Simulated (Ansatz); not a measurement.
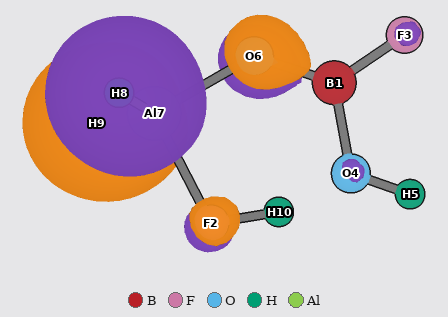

The picture shows: AlBF2H4O2. One frontier orbital at ±0.1 Å⁻³ᐟ² (orange and purple are the two phases), seen at a tilt.

All numbers below come from Ansatz, RKS PBE-D4/def2-SVP.

```xyz
10

B     0.3498    0.5406   -0.3572
F    -0.7430    0.7004    2.3902
F     0.6218    0.2202   -1.6297
O    -0.7520   -0.1856    0.2206
H    -1.2031   -0.8656   -0.3112
O     0.9668    1.4221    0.3957
Al    0.7172    1.9235    2.1263
H     1.8792    1.3737    3.0715
H     0.0556    3.3715    2.2320
H    -0.8918    0.1850    1.4531
```

**Which orbital is it: HOMO or LUMO?**

The HOMO, at −6.39 eV. It lies mainly on Al7 (about 30 %), H8 (about 30 %) and H9 (about 30 %).
